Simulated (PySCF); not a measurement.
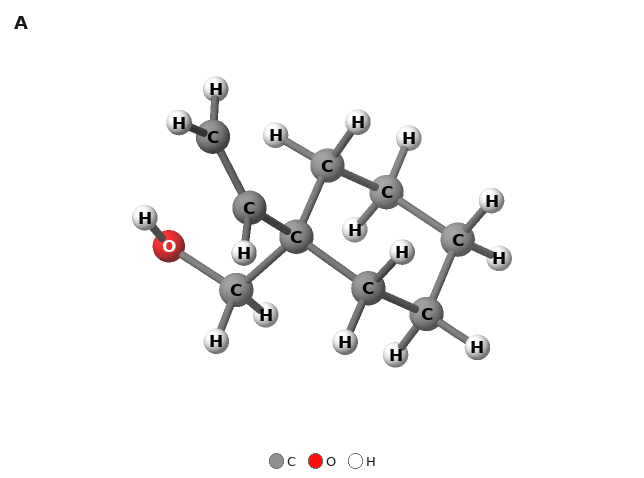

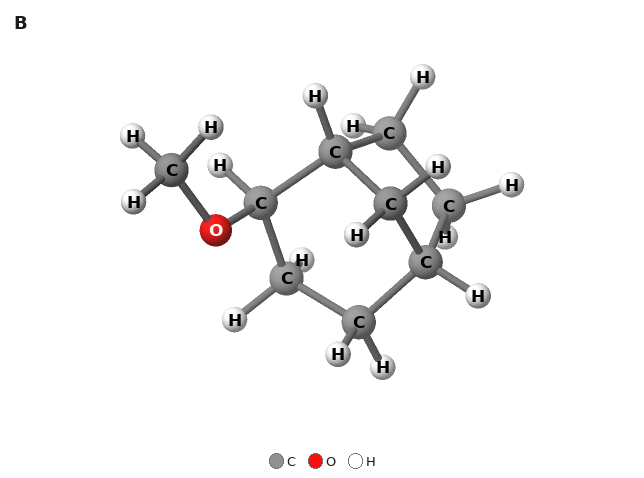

2 stationary structures of one formula. Geometries: GFN2-xTB. Electronic energies: PBE0/pcSseg-1 (PySCF 2.14.0), without zero-point energy. No frequency run is at hand to confirm each as a minimum. Each is one conformer, not always the lowest.

Which structure is the most stable?

Answer. B is lowest; A lies 0.474 eV above it. A is `C=CC1(CO)CCCCC1`, B is `CO[C@@H]1CC[C@H]2CC[C@@H]1C2`.
